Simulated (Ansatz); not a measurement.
# Single-point calculation, with input and output: C$_{2}$H$_{9}$AlFP

C$_{2}$H$_{9}$AlFP, SMILES [CH3][Al-]([CH3])([F])[PH3+], computed with RKS PBE-d3bj/STO-3G (Ansatz 0.2.0).

The geometry comes from this level: PBE0-D4/def2-TZVP. Figures and captions count atoms from 1; the log counts them from 0 in places.

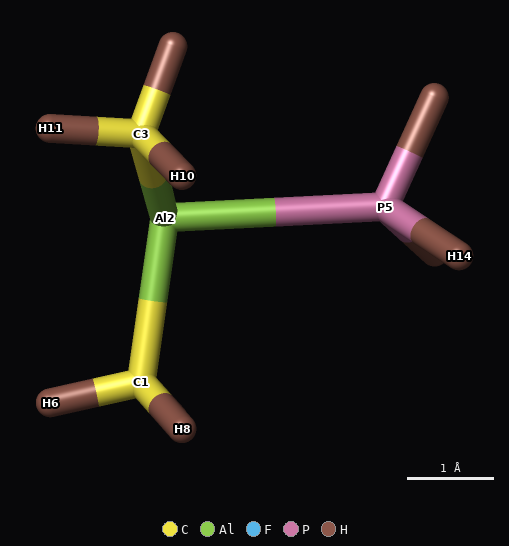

**Figure 1.** The structure as given in the input (stick view, seen at a tilt; atoms are numbered from 1 in the order of the input). Sticks mark near contacts.

**Key numbers**

```csv
quantity,value
outcome,converged
total energy,−20561.0487 eV
mean-field energy,−20560.7607 eV
dispersion energy,−0.2880 eV
SCF solution under orbital rotations,stable
largest force (length of the vector),1.139 eV/Å
dipole moment,4.25 D
hardware,"4 threads of Arm Neoverse V2, 23 GiB of memory available, shared host"
wall time,1.6 s (CPU time 6.1 s)
peak memory,0.15 GiB
```

**Input file**
```yaml
crystal:
  periodic: [false, false, false]
  atoms:
    - {symbol: C, position_ang: [-1.597996, 1.181696, -0.420413]}
    - {symbol: Al, position_ang: [0.260083, 0.733933, 0.008005]}
    - {symbol: C, position_ang: [0.840470, 0.298907, 1.827481]}
    - {symbol: F, position_ang: [1.429949, 1.389316, -1.003921]}
    - {symbol: P, position_ang: [0.469797, -1.588166, -1.132222]}
    - {symbol: H, position_ang: [-1.855547, 2.170460, -0.024668]}
    - {symbol: H, position_ang: [-1.784916, 1.213943, -1.497818]}
    - {symbol: H, position_ang: [-2.306468, 0.473492, 0.022021]}
    - {symbol: H, position_ang: [1.857035, -0.104027, 1.859387]}
    - {symbol: H, position_ang: [0.176924, -0.425911, 2.310777]}
    - {symbol: H, position_ang: [0.835537, 1.195858, 2.456806]}
    - {symbol: H, position_ang: [1.737929, -2.204203, -1.124868]}
    - {symbol: H, position_ang: [0.220058, -1.660218, -2.517923]}
    - {symbol: H, position_ang: [-0.295856, -2.704181, -0.733845]}
basis:
  gaussian: {orbitals: STO-3G}
hamiltonian: {xc: {name: PBE}, dispersion: d3bj}
accuracy: high
output: {forces: true}
```

Launch command:
```bash
ansatz run in.yaml --threads 4 --pin off --events-out ev --progress --plain --max-ram 10444MiB
```

**Log**
```
Functional definition: PBE
  name "PBE"
  cite "Perdew, Burke & Ernzerhof, Phys. Rev. Lett. 77, 3865 (1996) doi:10.1103/PhysRevLett.77.3865"
  parent pbe
  parameter kappa = 0.804
  parameter beta = 0.06672455060314922
  exchange = pbe_x(kappa = kappa, mu = beta*pi^2/3)
  correlation = pbe_c(beta = beta)
905 factors; integrals over basis functions are off by at most 5.3e-9 eV
mean field evaluation 1: about -20557.7961 eV, gradient 3.0e1 eV
mean field evaluation 2: about -20548.5181 eV, gradient 6.7e1 eV
mean field evaluation 4: about -20560.8457 eV, gradient 4.2e0 eV
mean field evaluation 8: about -20560.7607 eV, gradient 4.2e-2 eV
mean field evaluation 16: about -20560.7607 eV, gradient 2.8e-6 eV
mean field -20560.76073252 eV, -755.5940203359 hartree, gradient 1.5e-8 eV, S^2 0.000000; 0 other end points of the search recorded, 0 dependent functions left out
the calculation of the forces begins
reference -20560.76073551 eV, -755.5940204459 hartree; 29, 29 occupied and 13, 13 virtual orbitals, 905 factors
Total energy: -20561.04872100 eV, -755.6046037172 hartree
Atom 0 at    -1.597996     1.181696    -0.420413 Å, force     0.912563    -0.244146     0.386175 eV/Å
Atom 1 at     0.260083     0.733933     0.008005 Å, force     0.541613     0.054326    -0.568639 eV/Å
Atom 2 at     0.840470     0.298907     1.827481 Å, force    -0.457072     0.250544    -0.877739 eV/Å
Atom 3 at     1.429949     1.389316    -1.003921 Å, force    -0.591239    -0.192063     0.566820 eV/Å
Atom 4 at     0.469797    -1.588166    -1.132222 Å, force    -0.235878     0.925538     0.620384 eV/Å
Atom 5 at    -1.855547     2.170460    -0.024668 Å, force    -0.103341     0.273895     0.095822 eV/Å
Atom 6 at    -1.784916     1.213943    -1.497818 Å, force    -0.093609    -0.024911    -0.341727 eV/Å
Atom 7 at    -2.306468     0.473492     0.022021 Å, force    -0.251519    -0.201609     0.066646 eV/Å
Atom 8 at     1.857035    -0.104027     1.859387 Å, force     0.310079    -0.170869     0.030289 eV/Å
Atom 9 at     0.176924    -0.425911     2.310777 Å, force    -0.133270    -0.244494     0.175815 eV/Å
Atom 10 at     0.835537     1.195858     2.456806 Å, force     0.011553     0.232365     0.201643 eV/Å
Atom 11 at     1.737929    -2.204203    -1.124868 Å, force    -0.050378    -0.201592    -0.145337 eV/Å
Atom 12 at     0.220058    -1.660218    -2.517923 Å, force     0.062803    -0.240882    -0.041454 eV/Å
Atom 13 at    -0.295856    -2.704181    -0.733845 Å, force     0.077695    -0.216102    -0.168698 eV/Å
Dipole moment:     0.051204    -0.801136    -0.369958 e Å
```

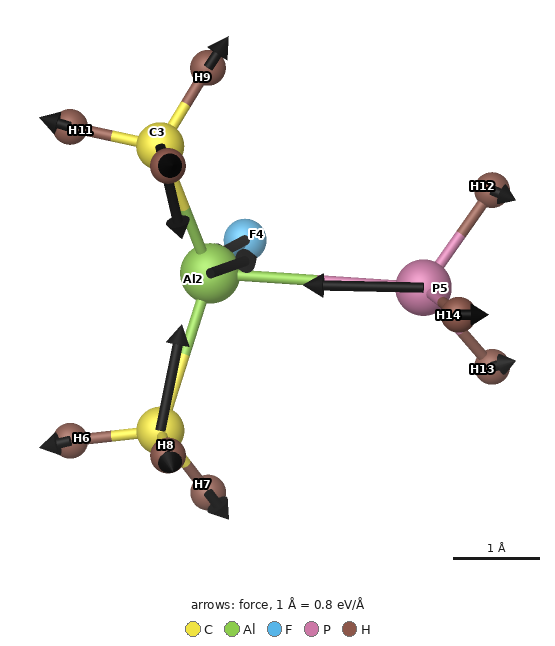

**Figure 2.** Forces on the atoms as black arrows (ball-and-stick view, seen at a tilt; atoms are numbered from 1 in the order of the input). The largest act on P5 (1.14 eV/Å); C1, C3 (1.02 eV/Å); F4 (0.84 eV/Å); Al2 (0.79 eV/Å), among others. The geometry is not a stationary point of this energy.

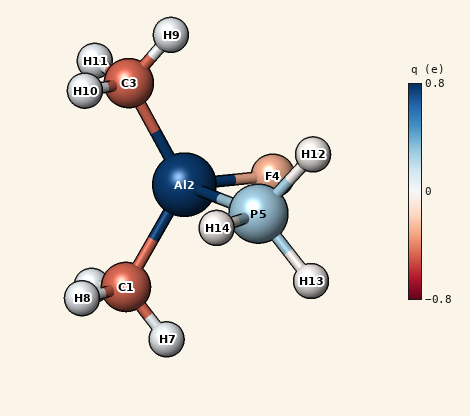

**Figure 3.** Mulliken charges, as the colour of each atom (ball-and-stick view, seen at a tilt; atoms are numbered from 1 in the order of the input; Mulliken charges depend strongly on the basis). By element: C −0.46, Al +0.76, F −0.28, P +0.27 and H −0.03 to +0.05 e.
